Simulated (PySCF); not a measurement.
**Run report: O3, excited-state calculation**

The run: excited-state calculation of O3 (ozone). Method and program: TDDFT PBE0/aug-cc-pVTZ, vertical, gas phase, core orbitals frozen in the response (PySCF 2.14.0).

The geometry comes from this level: PBE0-D3(BJ)/def2-SVP.

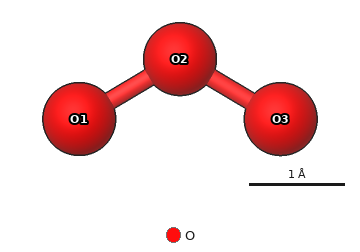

The structure as given in the input (ball-and-stick view, seen on its broad side; atoms are numbered from 1 in the order of the input). Bond lengths as drawn: O–O 1.23 Å.

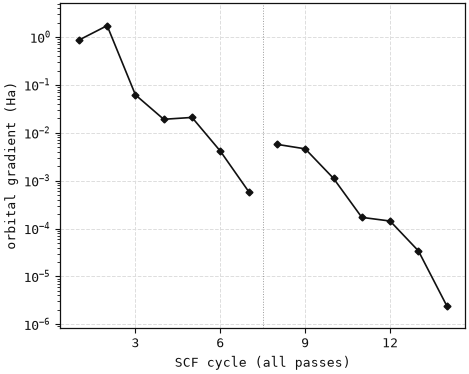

Convergence of the self-consistent field: orbital gradient against the SCF cycle. The dotted line marks the change from a coarse to the final integration grid. The first 7 cycles use a coarse grid, the final grid takes over at cycle 8, and the field converges after 14 cycles in all.

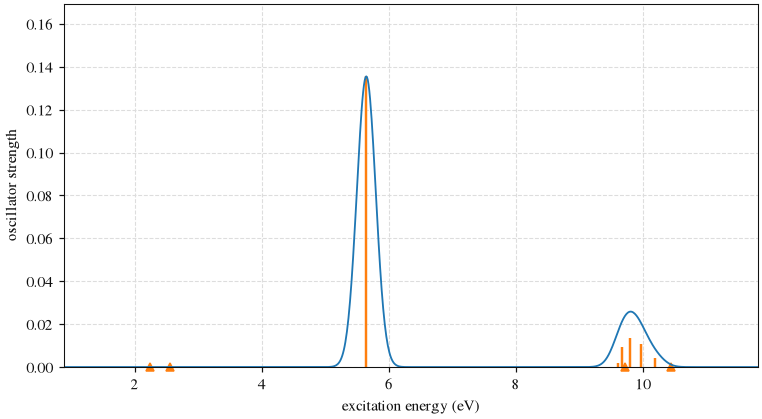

Computed excitations as sticks (degenerate states added up, dark ones marked on the axis), with a Gaussian envelope of 0.35 eV full width at half maximum, scaled to the tallest. Of the 10 states the lowest lies at 2.24 eV (f = 0.000); the strongest line is at 5.65 eV, or 220 nm (f = 0.136).

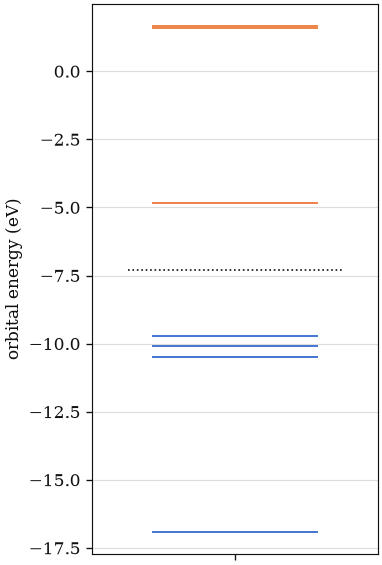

Orbital energies near the frontier; the dotted line parts filled from empty levels, and levels within 0.02 eV of each other stand side by side. Highest filled −9.72 eV, lowest empty −4.85 eV, 4.87 eV apart.

The input and output of the run follow.

**Input**
```
{"job": {"kind": "uv", "xc": "PBE0", "basis": "aug-cc-pVTZ"}, "charge": 0, "multiplicity": 1}
O     -1.011916    -0.401259     0.060550
O     -0.062267     0.380901    -0.035655
O      1.080743    -0.081921    -0.069896
```

The first line tells a small driver script what to run in PySCF; the rest is the geometry in Å.

Launched with:
```bash
OMP_NUM_THREADS=1 python <driver script> task.json out
```

**The program's output**
```
coarse grid: 3264 points
cycle   1  E = -225.1619463592  dE =  7.314e-01  |g| = 8.633e-01  |ddm| = 3.223e+00
cycle   2  E = -224.8283804297  dE =  3.336e-01  |g| = 1.732e+00  |ddm| = 2.175e+00
cycle   3  E = -225.2817036527  dE = -4.533e-01  |g| = 6.199e-02  |ddm| = 1.538e+00
cycle   4  E = -225.2822375691  dE = -5.339e-04  |g| = 1.915e-02  |ddm| = 7.675e-02
cycle   5  E = -225.2822091333  dE =  2.844e-05  |g| = 2.093e-02  |ddm| = 3.074e-02
cycle   6  E = -225.2822892343  dE = -8.010e-05  |g| = 4.143e-03  |ddm| = 2.316e-02
cycle   7  E = -225.2822924135  dE = -3.179e-06  |g| = 5.932e-04  |ddm| = 4.655e-03
final grid: 33624 points
cycle   8  E = -225.2713597087  dE = -1.462e-05  |g| = 5.741e-03  |ddm| = 2.776e-02
cycle   9  E = -225.2713612243  dE = -1.516e-06  |g| = 4.620e-03  |ddm| = 1.346e-02
cycle  10  E = -225.2713644607  dE = -3.236e-06  |g| = 1.117e-03  |ddm| = 6.105e-03
cycle  11  E = -225.2713646517  dE = -1.910e-07  |g| = 1.710e-04  |ddm| = 1.040e-03
cycle  12  E = -225.2713646522  dE = -5.001e-10  |g| = 1.433e-04  |ddm| = 2.444e-04
cycle  13  E = -225.2713646560  dE = -3.709e-09  |g| = 3.413e-05  |ddm| = 1.665e-04
cycle  14  E = -225.2713646562  dE = -2.208e-10  |g| = 2.446e-06  |ddm| = 3.209e-05
converged SCF energy = -225.2713646562

Static polarisability (au): isotropic 18.115, principal 11.264 13.362 29.719

Singlet excitations
state   eV       nm        f      main configurations
  1   2.2386    553.8   0.00002   H->L 1.00
  2   2.5615    484.0   0.00000   H-1->L 1.00
  3   5.6467    219.6   0.13554   H-2->L 0.93
  4   9.6061    129.1   0.00196   H-4->L 0.99
  5   9.6663    128.3   0.00912   H->L+3 0.53, H->L+1 0.31, H->L+5 0.10
  6   9.7176    127.6   0.00000   H-3->L 0.97
  7   9.8067    126.4   0.01355   H->L+1 0.62, H->L+3 0.28
  8   9.9786    124.3   0.01082   H->L+2 0.60, H-1->L+3 0.28, H-1->L+1 0.09
  9  10.2003    121.5   0.00423   H-1->L+1 0.80, H-1->L+5 0.09
 10  10.4501    118.6   0.00000   H-2->L+3 0.66, H-2->L+1 0.14, H-2->L+5 0.13

Triplet excitations (Tamm-Dancoff, eV): 1.3793 1.5737 1.8475 8.1267
```

**Summary**

| quantity | value |
| --- | --- |
| outcome | converged |
| total energy | −225.271365 hartree |
| HOMO | −9.72 eV |
| LUMO | −4.85 eV |
| dipole moment | 0.68 D |
| mean polarisability | 18.11 a.u. |
| lowest singlet excitation | 2.24 eV |
| hardware | 1 CPU thread, shared host |
| wall time | 3.3 s |
| peak memory | 0.4 GiB |
